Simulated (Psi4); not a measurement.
Interaction energy of H2 ··· C3H9Al (SMILES [H][H] and [CH3][Al]([CH3])[CH3]). Monomers: optimised at B3LYP-D3(BJ) (def2-TZVP and def2-SVP), held rigid. Orientation: lowest of the rigid-body minima from ten starts at GFN2-xTB. Only R, the distance of the centres of mass, is varied, so the lowest point isn't the relaxed dimer.

Calculation: SAPT0/jun-cc-pVDZ, frozen core (Psi4).

Components in kcal/mol:

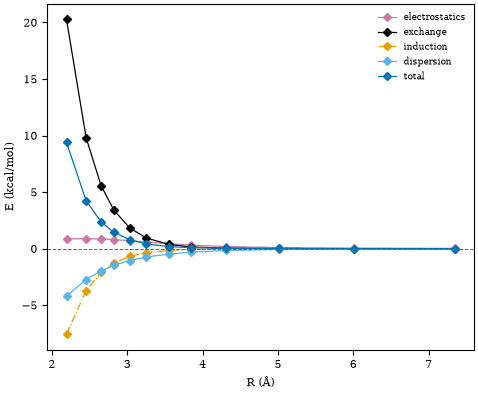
Components of the interaction energy.

```tsv
R / Å	electrostatics	exchange	induction	dispersion	total
2.19	0.86	20.27	-7.55	-4.19	9.39
2.45	0.88	9.82	-3.72	-2.74	4.24
2.65	0.86	5.55	-2.10	-1.97	2.35
2.82	0.80	3.39	-1.27	-1.48	1.44
3.03	0.70	1.82	-0.69	-1.05	0.79
3.25	0.58	0.94	-0.36	-0.74	0.42
3.55	0.43	0.37	-0.15	-0.47	0.18
3.84	0.31	0.15	-0.07	-0.31	0.08
4.31	0.19	0.03	-0.02	-0.16	0.03
5.01	0.09	0.00	-0.01	-0.07	0.02
6.01	0.04	0.00	0.00	-0.02	0.01
7.34	0.01	0.00	0.00	-0.01	0.01
```
